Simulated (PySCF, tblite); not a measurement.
# C₅H₉Al₂Cl₂F: geometry, infrared bands and NMR shifts

Wanted: the infrared bands and NMR shifts of C₅H₉Al₂Cl₂F (`CC#[C][Al-]1([F])[Cl+][Al-]([CH3])([CH3])[Cl+]1`), by calculation.

The runs use tblite 0.8.0 and PySCF 2.14.0, with density-fitted response routines of our own; the level of theory stands in each step. All values are computed, except where a source is named. Atoms are numbered from 0 throughout.

### 1 The molecule as given

19 atoms, charge 0, multiplicity 1; geometry from: force field or distance geometry start.

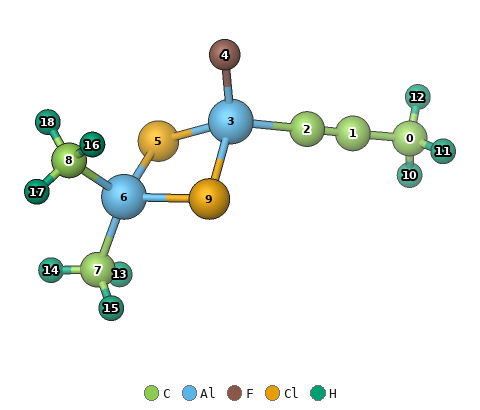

As it starts; carbon green, aluminium blue, fluorine brown, chlorine amber, hydrogen teal, atoms numbered.

### 2 Geometry optimisation with GFN2-xTB

Job settings and geometry (Å):

```
{"job": {"kind": "relax", "xc": "GFN2-xTB", "basis": "xTB"}, "charge": 0, "multiplicity": 1}
C      5.070000    -0.463400    -0.673400
C      3.704900    -0.010200    -0.330400
C      2.604500     0.360200    -0.042500
Al     0.784100     0.986100     0.396200
F      0.844200     2.502700     1.349700
Cl    -0.616000     1.033600    -1.276700
Al    -2.073100    -0.048000    -0.023300
C     -2.894800    -1.499500    -1.086600
C     -3.351000     1.082700     0.985100
Cl    -0.425800    -0.654500     1.284700
H      5.020600    -1.266900    -1.464800
H      5.552300    -0.981700     0.192300
H      5.601800     0.433500    -0.991400
H     -2.210500    -1.716200    -1.956400
H     -3.876000    -1.212800    -1.512900
H     -2.967300    -2.466100    -0.516500
H     -2.955300     1.269600     2.009700
H     -4.336400     0.569800     1.142000
H     -3.485900     2.090300     0.523000
```

Launch:

```console
$ OMP_NUM_THREADS=1 python probes_run.py task.json out
```

This one command runs all jobs of the session in turn.

What it wrote:

```text
step      E/eV     max force
  0    -855.24717    2.475
  1    -855.40166    4.942
  2    -855.65078    0.951
  3    -855.70079    0.636
  4    -855.74223    0.539
  5    -855.77470    0.498
  6    -855.79532    0.369
  7    -855.81332    0.308
  8    -855.82487    0.246
  9    -855.83396    0.219
 10    -855.84250    0.228
 11    -855.85009    0.208
 12    -855.85472    0.151
 13    -855.85676    0.101
 14    -855.85815    0.135
 15    -855.86016    0.153
 16    -855.86266    0.131
 17    -855.86501    0.142
 18    -855.86686    0.120
 19    -855.86869    0.145
 20    -855.87103    0.172
 21    -855.87387    0.140
 22    -855.87654    0.127
 23    -855.87862    0.098
 24    -855.88051    0.141
 25    -855.88295    0.174
 26    -855.88595    0.148
 27    -855.88868    0.133
 28    -855.89077    0.129
 29    -855.89283    0.150
 30    -855.89547    0.131
 31    -855.89887    0.152
 32    -855.90222    0.139
 33    -855.90455    0.109
 34    -855.90626    0.113
 35    -855.90792    0.097
 36    -855.90970    0.129
 37    -855.91133    0.125
 38    -855.91266    0.093
 39    -855.91376    0.069
 40    -855.91476    0.070
 41    -855.91565    0.070
 42    -855.91642    0.066
 43    -855.91720    0.064
 44    -855.91809    0.071
 45    -855.91893    0.062
 46    -855.91967    0.080
 47    -855.92043    0.065
 48    -855.92173    0.081
 49    -855.92291    0.086
 50    -855.92404    0.069
 51    -855.92481    0.052
 52    -855.92541    0.054
 53    -855.92611    0.064
 54    -855.92690    0.069
 55    -855.92756    0.067
 56    -855.92810    0.066
 57    -855.92875    0.080
 58    -855.92977    0.100
 59    -855.93121    0.119
 60    -855.93269    0.108
 61    -855.93383    0.109
 62    -855.93470    0.062
 63    -855.93549    0.068
 64    -855.93650    0.082
 65    -855.93741    0.071
 66    -855.93831    0.068
 67    -855.93935    0.079
 68    -855.94093    0.099
 69    -855.94318    0.124
 70    -855.94600    0.134
 71    -855.94895    0.133
 72    -855.95104    0.141
 73    -855.95271    0.169
 74    -855.95456    0.132
 75    -855.95633    0.105
 76    -855.95749    0.126
 77    -855.95946    0.112
 78    -855.96167    0.118
 79    -855.96417    0.135
 80    -855.96579    0.117
 81    -855.96355    0.242
 82    -855.96771    0.117
 83    -855.96845    0.069
 84    -855.96992    0.090
 85    -855.97076    0.068
 86    -855.97201    0.086
 87    -855.97292    0.232
 88    -855.97394    0.120
 89    -855.97514    0.095
 90    -855.97593    0.062
 91    -855.97643    0.059
 92    -855.97686    0.046
 93    -855.97747    0.048
 94    -855.97828    0.063
 95    -855.97898    0.061
 96    -855.97952    0.046
 97    -855.97989    0.045
 98    -855.98026    0.045
 99    -855.98075    0.054
100    -855.98127    0.042
101    -855.98161    0.041
102    -855.98185    0.046
103    -855.98213    0.046
104    -855.98251    0.061
105    -855.98299    0.068
106    -855.98351    0.062
107    -855.98408    0.064
108    -855.98474    0.076
109    -855.98542    0.069
110    -855.98596    0.065
111    -855.98629    0.046
112    -855.98653    0.043
113    -855.98684    0.045
114    -855.98729    0.058
115    -855.98792    0.083
116    -855.98868    0.092
117    -855.98947    0.075
118    -855.99025    0.060
119    -855.99099    0.071
120    -855.99045    0.171
121    -855.99212    0.079
122    -855.99255    0.055
123    -855.99349    0.051
124    -855.99374    0.059
125    -855.99455    0.044
126    -855.99505    0.065
127    -855.99558    0.084
128    -855.99597    0.063
129    -855.99645    0.052
130    -855.99677    0.049
131    -855.99700    0.059
132    -855.99736    0.057
133    -855.99762    0.045
134    -855.99787    0.046
135    -855.99811    0.040
136    -855.99840    0.056
137    -855.99875    0.094
138    -855.99918    0.058
139    -855.99979    0.043
140    -856.00018    0.050
141    -856.00056    0.040
142    -856.00082    0.043
143    -856.00107    0.055
144    -856.00135    0.045
145    -856.00169    0.054
146    -856.00204    0.046
147    -856.00223    0.029
148    -856.00243    0.034
149    -856.00254    0.024
150    -856.00266    0.028
151    -856.00277    0.024
152    -856.00286    0.024
153    -856.00294    0.025
154    -856.00303    0.020
155    -856.00315    0.029
156    -856.00333    0.031
157    -856.00352    0.025
158    -856.00368    0.020
159    -856.00378    0.020
160    -856.00386    0.019
161    -856.00397    0.025
162    -856.00410    0.033
163    -856.00422    0.028
164    -856.00433    0.020
165    -856.00445    0.032
166    -856.00462    0.044
167    -856.00492    0.050
168    -856.00526    0.049
169    -856.00562    0.043
170    -856.00599    0.043
171    -856.00631    0.049
172    -856.00658    0.041
173    -856.00680    0.029
174    -856.00696    0.023
175    -856.00710    0.026
176    -856.00721    0.027
177    -856.00732    0.029
178    -856.00746    0.036
179    -856.00763    0.037
180    -856.00783    0.039
181    -856.00799    0.036
182    -856.00817    0.031
183    -856.00837    0.038
184    -856.00864    0.043
185    -856.00891    0.031
186    -856.00915    0.031
187    -856.00931    0.027
188    -856.00945    0.022
189    -856.00957    0.029
190    -856.00968    0.031
191    -856.00979    0.028
192    -856.00989    0.023
193    -856.01001    0.029
194    -856.01010    0.028
195    -856.01015    0.016
196    -856.01018    0.010
```

It took 4.6 s on 1 thread of Arm Neoverse N1, shared host; peak memory 0.18 GiB.

Along the way: (not every step is listed)

```csv
step,energy from step 0 (eV),largest force (eV/Å)
0,0.0000,2.4755
1,-0.1545,4.9423
2,-0.4036,0.9506
3,-0.4536,0.6361
4,-0.4951,0.5389
5,-0.5275,0.4975
6,-0.5481,0.3685
7,-0.5661,0.3081
8,-0.5777,0.2457
26,-0.6388,0.1475
44,-0.6709,0.0706
62,-0.6875,0.0618
80,-0.7186,0.1175
98,-0.7331,0.0447
116,-0.7415,0.0918
134,-0.7507,0.0463
152,-0.7557,0.0237
170,-0.7588,0.0429
188,-0.7623,0.0219
191,-0.7626,0.0276
192,-0.7627,0.0232
193,-0.7628,0.0294
194,-0.7629,0.0283
195,-0.7630,0.0155
196,-0.7630,0.0101
```

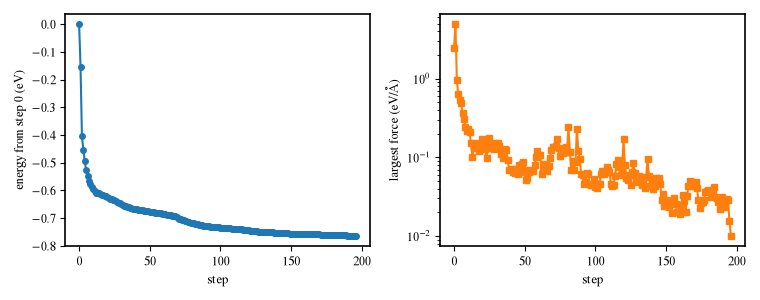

Energy and largest force along the relaxation.

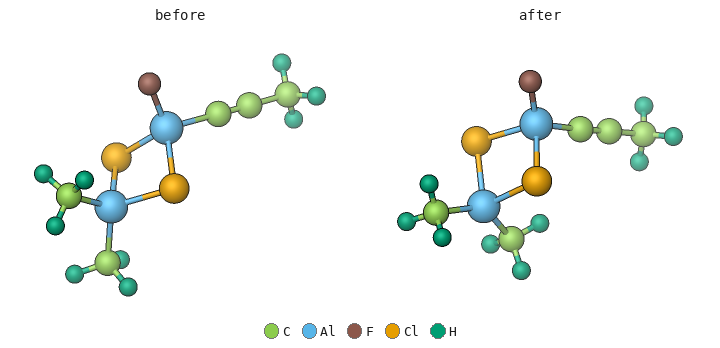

Before and after, at one scale.

Close pairs (by a distance rule), those that changed most:

```csv
bond,before (Å),after (Å),change (Å)
Al3–F4,1.792,1.653,-0.140
Al6–Cl9,2.189,2.248,+0.059
C2–Al3,1.974,1.928,-0.046
Cl5–Al6,2.205,2.248,+0.042
Al3–Cl9,2.224,2.182,-0.042
C0–H10,1.129,1.090,-0.039
C0–C1,1.479,1.447,-0.032
C7–H15,1.125,1.094,-0.030
```

The final coordinates are the input of the step that follows.

### 3 Vibrational analysis with GFN2-xTB

Job settings and geometry (Å):

```
{"job": {"kind": "ir", "xc": "GFN2-xTB", "basis": "xTB"}, "charge": 0, "multiplicity": 1}
C      4.125014    -0.992165    -1.049968
C      3.047693    -0.244047    -0.438837
C      2.137986     0.374353     0.069099
Al     0.753578     1.386841     0.949956
F      1.065722     2.658874     1.958074
Cl    -0.742815     1.941754    -0.535326
Al    -1.977090     0.180434     0.117511
C     -1.434541    -1.263837    -1.133458
C     -3.638110     0.950574     0.881025
Cl    -0.608354    -0.036043     1.887833
H      3.729876    -1.683993    -1.794067
H      4.659679    -1.560275    -0.288611
H      4.822792    -0.310029    -1.535639
H     -0.344414    -1.387121    -1.188455
H     -1.773383    -1.079175    -2.158273
H     -1.842329    -2.241547    -0.859454
H     -3.475317     1.860647     1.472302
H     -4.146312     0.242134     1.543723
H     -4.369479     1.211873     0.110266
```

What it wrote:

```text
mode    cm-1     km/mol
  1     -26.0      0.01
  2      22.4      0.32
  3      41.3      0.45
  4      56.8      0.65
  5      66.8      0.03
  6      87.6      0.03
  7      98.9      1.21
  8     109.9      0.47
  9     119.0      1.07
 10     129.5     13.04
 11     142.5      1.03
 12     148.0     12.06
 13     173.0      8.68
 14     192.7      5.81
 15     221.9     14.58
 16     244.8     14.79
 17     304.8     68.39
 18     324.8      1.31
 19     326.2      0.94
 20     345.9     28.02
 21     355.2     94.13
 22     490.9    174.45
 23     518.7      0.26
 24     530.2      0.08
 25     540.7     21.18
 26     606.3    260.93
 27     627.3    265.22
 28     715.3    132.09
 29     779.3    151.09
 30    1013.0      5.60
 31    1015.3      5.82
 32    1064.7      2.20
 33    1328.0     33.75
 34    1330.9     17.27
 35    1382.6      2.15
 36    1445.0      0.03
 37    1449.9      0.08
 38    1450.8      6.38
 39    1451.8      6.47
 40    1459.1      0.10
 41    1461.3      0.64
 42    2270.0    214.27
 43    2900.0     39.02
 44    2908.9     32.94
 45    2930.1      1.69
 46    2935.1     55.65
 47    2949.4      8.78
 48    2950.0     11.57
 49    2999.1     20.27
 50    3000.8     19.10
 51    3007.9     25.89
```

It took 2.2 s on 1 thread of Arm Neoverse N1, shared host; peak memory 0.18 GiB.

Which atoms move in the most intense modes:

```csv
cm⁻¹,km/mol,atoms
305,68.4,"Al6 33 %, Cl5 27 %, Cl9 26 %"
355,94.1,"Al3 47 %, Cl5 15 %, Cl9 11 %"
491,174.4,"Al3 58 %, C0 17 %"
606,260.9,"H14 19 %, H17 17 %, H15 15 %, H18 13 %"
627,265.2,"H13 16 %, Al6 14 %, C7 13 %, H16 12 %"
715,132.1,"Al6 49 %, C8 19 %, C7 18 %"
779,151.1,"F4 50 %, Al3 47 %"
2270,214.3,"C1 55 %, C2 44 %"
```

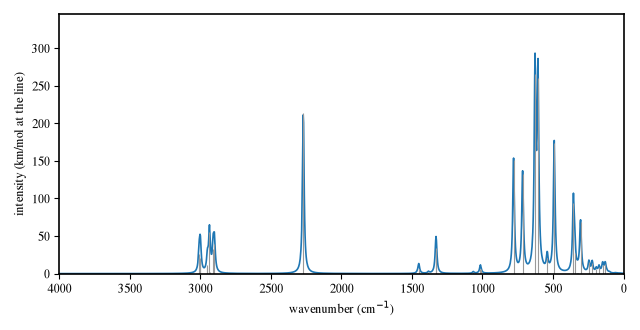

The infrared spectrum from these modes, unscaled. Lines are broadened to a width of 14 cm⁻¹ (Lorentzian).

### 4 NMR shieldings: PBE0/pcSseg-1

Settings changed since step 3:

```diff
@@ -1,2 +1,2 @@
-{"job": {"kind": "ir", "xc": "GFN2-xTB", "basis": "xTB"}, "charge": 0, "multiplicity": 1}
+{"job": {"kind": "nmr", "xc": "PBE0", "basis": "pcSseg-1"}, "charge": 0, "multiplicity": 1}
 C      4.125014    -0.992165    -1.049968
```

Method: GIAO PBE0/pcSseg-1 NMR shielding, non-relativistic, gas phase.

What it wrote:

```text
coarse grid: 18592 points
cycle   1  E = -1700.1006813036  dE =  8.690e-01  |g| = 8.565e-01  |ddm| = 4.322e+00
cycle   2  E = -1699.9893847644  dE =  1.113e-01  |g| = 1.196e+00  |ddm| = 1.744e+00
cycle   3  E = -1700.2555812090  dE = -2.662e-01  |g| = 1.587e-01  |ddm| = 9.966e-01
cycle   4  E = -1700.2602700631  dE = -4.689e-03  |g| = 4.852e-02  |ddm| = 1.529e-01
cycle   5  E = -1700.2605363051  dE = -2.662e-04  |g| = 3.672e-02  |ddm| = 5.753e-02
cycle   6  E = -1700.2608523585  dE = -3.161e-04  |g| = 4.852e-03  |ddm| = 2.975e-02
cycle   7  E = -1700.2608579821  dE = -5.624e-06  |g| = 1.229e-03  |ddm| = 5.508e-03
final grid: 163264 points
cycle   8  E = -1700.3233381953  dE = -5.042e-05  |g| = 9.030e-03  |ddm| = 4.353e-02
cycle   9  E = -1700.3233322025  dE =  5.993e-06  |g| = 1.013e-02  |ddm| = 1.705e-02
cycle  10  E = -1700.3233576323  dE = -2.543e-05  |g| = 9.369e-04  |ddm| = 8.492e-03
cycle  11  E = -1700.3233577361  dE = -1.038e-07  |g| = 4.602e-04  |ddm| = 1.032e-03
cycle  12  E = -1700.3233577762  dE = -4.013e-08  |g| = 1.539e-04  |ddm| = 3.981e-04
cycle  13  E = -1700.3233577816  dE = -5.364e-09  |g| = 4.944e-05  |ddm| = 1.340e-04
cycle  14  E = -1700.3233577821  dE = -4.811e-10  |g| = 1.187e-05  |ddm| = 4.463e-05
converged SCF energy = -1700.3233577821

GIAO shielding tensors (ppm)
atom      isotropic    diamagn.    paramagn.     s11        s22        s33       span
  0 C      180.891     252.371     -71.480    171.886    172.163    198.624     26.738
  1 C       73.886     276.446    -202.560    -28.946    -27.855    278.459    307.404
  2 C       97.192     251.135    -153.943      8.963     13.978    268.636    259.673
  3 Al     487.914     798.129    -310.215    436.452    471.628    555.661    119.209
  4 F      339.641     468.162    -128.520    286.123    320.690    412.110    125.987
  5 Cl     880.020    1154.176    -274.156    811.817    894.731    933.512    121.695
  6 Al     393.693     799.311    -405.618    307.882    320.741    552.456    244.574
  7 C      191.194     253.831     -62.638    185.135    191.005    197.441     12.305
  8 C      191.444     249.692     -58.248    185.972    189.513    198.848     12.877
  9 Cl     879.468    1154.613    -275.145    812.661    891.643    934.100    121.439
 10 H       29.690      31.909      -2.219     24.221     28.762     36.085     11.864
 11 H       29.670      27.076       2.594     24.498     27.873     36.638     12.140
 12 H       29.675      25.507       4.168     24.451     27.754     36.820     12.369
 13 H       31.230      34.898      -3.668     25.353     30.405     37.932     12.579
 14 H       31.760      31.003       0.756     27.441     28.319     39.520     12.079
 15 H       31.816      30.914       0.901     27.414     28.132     39.902     12.488
 16 H       31.481      29.502       1.978     26.527     30.427     37.488     10.961
 17 H       31.780      28.404       3.377     27.010     28.720     39.612     12.602
 18 H       31.804      27.846       3.958     27.052     28.358     40.001     12.949
```

Wall time 97 s (1 thread of Arm Neoverse N1, shared host); peak memory 1.1 GiB.

Shifts follow as δ = σ(reference) − σ, with reference shieldings (ppm) from runs at the same level and on the same kind of geometry: 1H TMS 31.72, 13C TMS 186.9, 19F CFCl3 170.9, 27Al AlH4- 490.0, 35Cl HCl 950. The references are single molecules in the gas phase, so shifts against H2O, NH3, PH3, H3PO4 or CFCl3 are not on the usual liquid scales and can be off by tens of ppm. Shifts against hydride references such as AlH4− lie on their own scale. Atoms listed in one row are averaged.

```csv
atoms,environment,σ (ppm),δ (ppm)
C1,alkyne carbon,73.9,113.0
C2,alkyne carbon,97.2,89.7
C0,propargylic methyl carbon,180.9,6.0
C7,methyl carbon bonded to Al,191.2,-4.3
C8,methyl carbon bonded to Al,191.4,-4.5
"H10, H11, H12",hydrogen on a propargylic methyl carbon,29.68,2.04
"H13, H14, H15",hydrogen on a methyl carbon bonded to Al,31.60,0.12
"H16, H17, H18",hydrogen on a methyl carbon bonded to Al,31.69,0.03
Al6,"aluminium bonded to 2 C, 2 Cl, in a 4-membered ring",393.7,96.3
Al3,"aluminium bonded to C, 2 Cl, F, in a 4-membered ring",487.9,2.1
F4,fluorine bonded to Al,339.6,-168.7
"Cl5, Cl9","chlorine bonded to 2 Al, in a 4-membered ring",880,70
```

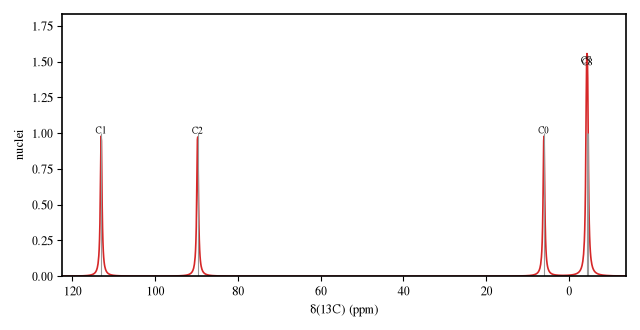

13C lines at the computed shifts, without couplings. Lines are broadened to a width of 0.47 ppm (Lorentzian).

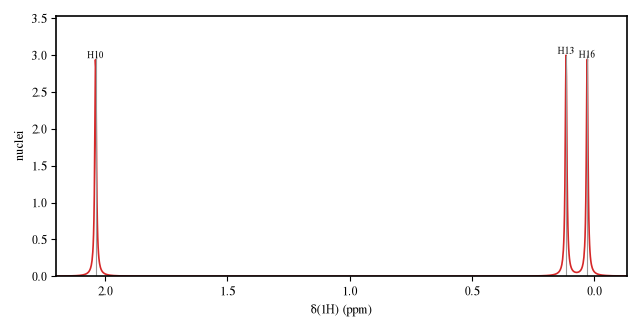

1H lines at the computed shifts, without couplings. Lines are broadened to a width of 0.01 ppm (Lorentzian).

The run also stored atomic charges by several schemes (e):

```csv
atoms,Mulliken,IAO,Hirshfeld,ESP fit
C0,-0.17,-0.44,-0.09,-0.57
C1,-0.06,0.01,-0.03,0.30
C2,-0.45,-0.45,-0.27,-0.71
Al3,0.98,1.11,0.47,1.08
F4,-0.49,-0.57,-0.31,-0.47
"Cl5, Cl9",-0.34,-0.23,-0.02,-0.25
Al6,0.95,0.92,0.45,0.92
C7,-0.71,-0.79,-0.28,-0.85
C8,-0.70,-0.79,-0.28,-0.84
```

ESP fit charges:

C0 -0.57; C1 0.30; C2 -0.71; Al3 1.08; F4 -0.47; Cl5 -0.25; Al6 0.92; C7 -0.85; C8 -0.84; Cl9 -0.25; H10 0.19; H11 0.19; H12 0.19; H13 0.16; H14 0.18; H15 0.18; H16 0.15; H17 0.19; H18 0.19

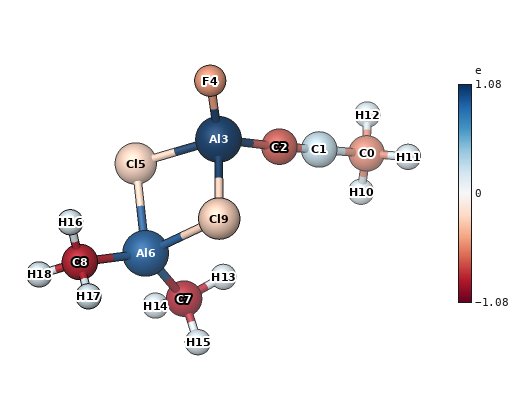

ESP fit charges, as colours on the atoms.

Mayer bond orders: C0–C1 1.18, C1–C2 2.40, C2–Al3 1.02, Al3–F4 0.91, Al3–Cl5 0.58, Cl5–Al6 0.49, Al6–C7 0.93, Al6–C8 0.93, Al6–Cl9 0.49, Cl9–Al3 0.57.

### 5 What came out

```
                                                                quantity                             value
                               strongest single infrared mode (GFN2-xTB)              627 cm⁻¹, 265 km/mol
                                            zero-point energy (GFN2-xTB)                     75.8 kcal/mol
                                  13C shifts against TMS (PBE0/pcSseg-1)  113.0, 89.7, 6.0, -4.3, -4.5 ppm
  1H shifts against TMS (PBE0/pcSseg-1, means over atoms taken as alike)              2.04, 0.12, 0.03 ppm
                               27Al shifts against AlH4- (PBE0/pcSseg-1)                     96.3, 2.1 ppm
                                19F shifts against CFCl3 (PBE0/pcSseg-1)                        -168.7 ppm
35Cl shifts against HCl (PBE0/pcSseg-1, means over atoms taken as alike)                            70 ppm
```

Over 196 steps the energy fell by 0.763 eV; of the close pairs, Al3–F4 changed most, 1.792 to 1.653 Å. The lowest mode is imaginary (26i cm⁻¹), so the xTB geometry is not a minimum. The strongest single mode, at 627 cm⁻¹, has its largest shares on H13, Al6, C7 and H16 (the list is cut at 4 atoms). GFN2-xTB is a fitted tight-binding method: band positions and strengths are rough. Its intensities can rank the bands wrongly. At PBE0/pcSseg-1: The widest tensor belongs to C1: span 307 ppm, with a paramagnetic part of -203 ppm.
